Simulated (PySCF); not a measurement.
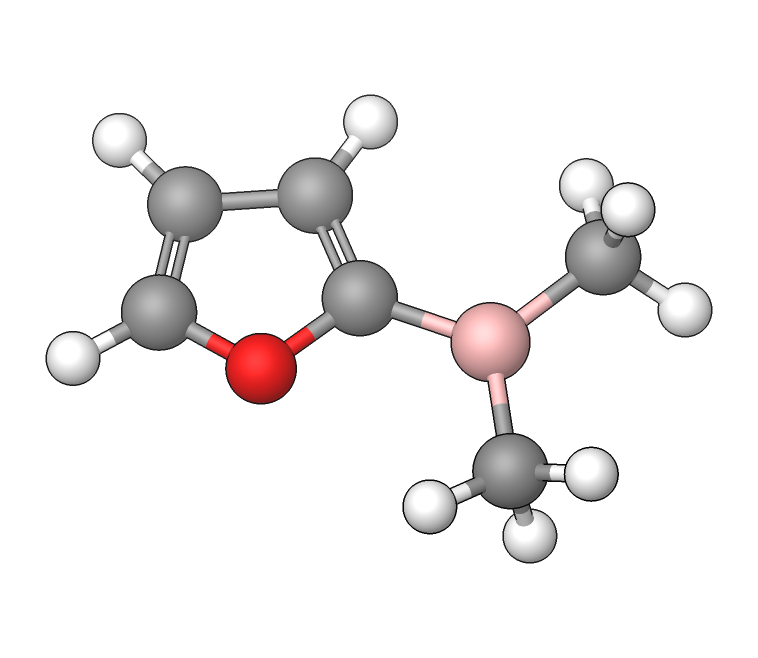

Colours: carbon grey, boron pink, oxygen red, hydrogen white.

Computed geometry: PBE0-D3(BJ)/def2-SVP optimisation. No frequency run is at hand to confirm it as a minimum.

Description:

The molecule is C₆H₉BO. As SMILES it reads `CB(C)c1ccco1`. Independent rings (smallest set): 1 of 5 members, 1 of them aromatic. The point group is C1. Coordination: 2 C tetrahedral; 1 B trigonal planar; 4 C trigonal planar; 1 O bent.

The parts below concern this one geometry. Atoms keep their numbers from picture to picture.

**Ring current**

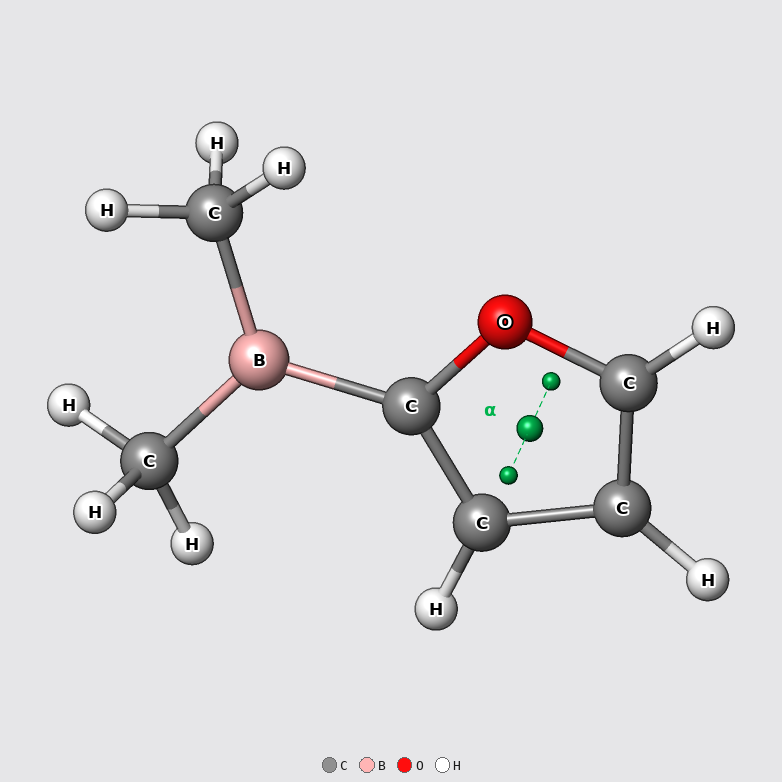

The small points mark where nucleus-independent chemical shifts (NICS) were computed: at the centre of each lettered ring and 1 Å above and below it. No frequency run is at hand to confirm it as a minimum. Method: GIAO PBE0/pcSseg-1 NMR shielding, non-relativistic, IEF-PCM benzene (PySCF 2.14.0).

Give NICS(0), NICS(1) and the out-of-plane component NICS(1)zz for each ring (means of the two sides).

| ring | members | NICS(0) | NICS(1) | NICS(1)zz |
| --- | --- | --- | --- | --- |
| α | C4O | −10.8 | −10.5 | −26.8 |

Values in ppm.

What do the values say about the ring currents?

Ring α: diatropic, as in an aromatic ring. NICS is one index among several.

**Levels of theory compared**

No frequency run is at hand to confirm it as a minimum. Program: PySCF 2.14.0.

Compare dipole (D), HOMO–LUMO gap (eV), HOMO energy (eV) at these levels: CAM-B3LYP/def2-SVPD; CAM-B3LYP/def2-SVPD in benzene (IEF-PCM); CAM-B3LYP/def2-SVPD in water (IEF-PCM); PBE0/pcSseg-1 in benzene (IEF-PCM); PBE0/pcSseg-1 in water (IEF-PCM).

```csv
level,dipole (D),HOMO–LUMO gap (eV),HOMO energy (eV)
CAM-B3LYP/def2-SVPD,1.15,7.91,−8.12
CAM-B3LYP/def2-SVPD in benzene (IEF-PCM),1.30,7.91,−8.10
CAM-B3LYP/def2-SVPD in water (IEF-PCM),1.54,7.92,−8.12
PBE0/pcSseg-1 in benzene (IEF-PCM),1.31,5.64,−6.88
PBE0/pcSseg-1 in water (IEF-PCM),1.52,5.64,−6.92
```

**NMR shielding**

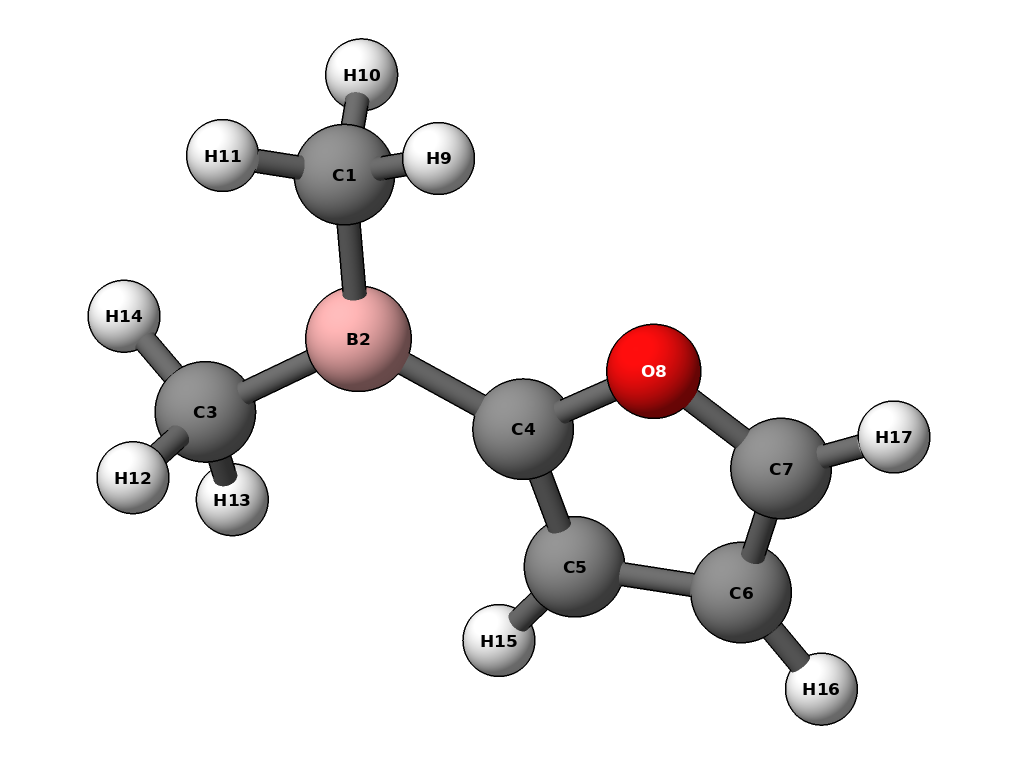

No frequency run is at hand to confirm it as a minimum. Method: GIAO PBE0/pcSseg-1 NMR shielding, non-relativistic, IEF-PCM benzene (PySCF 2.14.0). Principal shieldings σ11 ≤ σ22 ≤ σ33, span Ω = σ33 − σ11, skew κ = 3(σiso − σ22)/Ω.

Give the shielding tensors of the O atoms.

```tsv
atom	σ11	σ22	σ33	σiso	Ω	κ
O8	−152.1	−74.5	258.1	10.5	410.2	0.62
```

Shieldings and span in ppm.
